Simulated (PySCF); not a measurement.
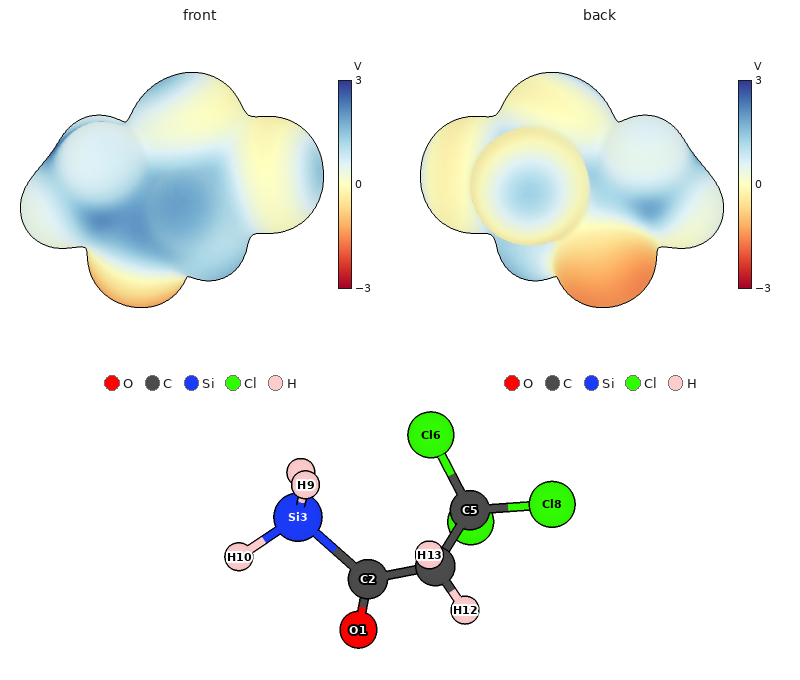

The picture shows: C3H5Cl3OSi. The electrostatic potential painted on the density surface at 0.004 e/bohr³, seen from the front and from behind; red is negative and blue positive. The bare structure is drawn below in the same view.

Geometry: GFN2-xTB.

Computed with PBE0/pcSseg-1, SCF density, gas phase, non-relativistic in PySCF.

| atom | x (Å) | y (Å) | z (Å) |
| --- | --- | --- | --- |
| O | 0.7438 | -1.7371 | -1.0699 |
| C | 0.5628 | -0.6709 | -0.5383 |
| Si | 1.9408 | 0.0880 | 0.5756 |
| C | -0.7504 | 0.0835 | -0.7966 |
| C | -1.5953 | 0.1900 | 0.4518 |
| Cl | -0.8432 | 1.2695 | 1.6437 |
| Cl | -1.8040 | -1.4117 | 1.2014 |
| Cl | -3.2079 | 0.8472 | 0.0616 |
| H | 1.9039 | 1.5400 | 0.4179 |
| H | 3.1821 | -0.4739 | 0.0522 |
| H | 1.7007 | -0.3501 | 1.9455 |
| H | -1.3185 | -0.4598 | -1.5574 |
| H | -0.5191 | 1.0859 | -1.1624 |

Where is the surface potential most negative and most positive?

Answer. The most negative region (about −1.5 V, or −35 kcal/mol for a unit charge) lies over O1, the most positive (about +2.2 V, or +51 kcal/mol for a unit charge) over Si3. Cl6 shows a σ-hole: about +1.5 V, or +35 kcal/mol for a unit charge at the tip opposite its bond, against about +0.2 V on its flanks. Cl7 shows a σ-hole: about +1.3 V, or +30 kcal/mol for a unit charge at the tip opposite its bond, against about −0.1 V on its flanks. Cl8 shows a σ-hole: about +1.4 V, or +32 kcal/mol for a unit charge at the tip opposite its bond, against about 0.0 V on its flanks. O1 is the likeliest acceptor of a hydrogen bond.

How polar is the molecule by this calculation?

Answer. Its dipole moment is 1.97 D.
